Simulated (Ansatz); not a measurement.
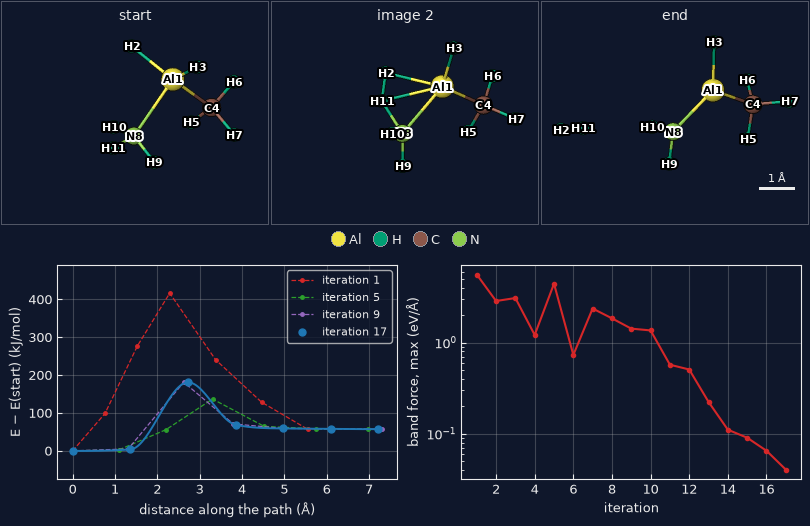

NEB run on CH8AlN. Images are numbered from 0 (start) to 6 (end). The plot follows the band through its iterations. A ball-and-stick model, seen from a free direction.

The calculation used RHF/def2-SVP (Ansatz 0.2.0). Run with 5 movable images; climbing image; force threshold 0.05 eV/Å; iteration limit 60; starting path through a guess of the saddle point.

Did the band converge, and can the barrier be trusted?

Answer. The result is final at these settings. The band converged in 17 iterations. The largest component of the band force went from 5.6 to 0.041 eV/Å. The climbing image converged on the top of the path. Its vibrational analysis gives one imaginary mode (1730i cm⁻¹), as a transition state must have. The first iteration put the highest image at 416.5 kJ/mol. The highest point, image 2, lies 181.0 kJ/mol above the start and 123.7 kJ/mol above the end; the end is at +57.3 kJ/mol relative to the start.

Limits of the set-up: Hartree-Fock leaves out electron correlation.

Cost: 120 s on 1 thread of Arm Neoverse V1, on a shared host, peak memory 0.15 GiB.
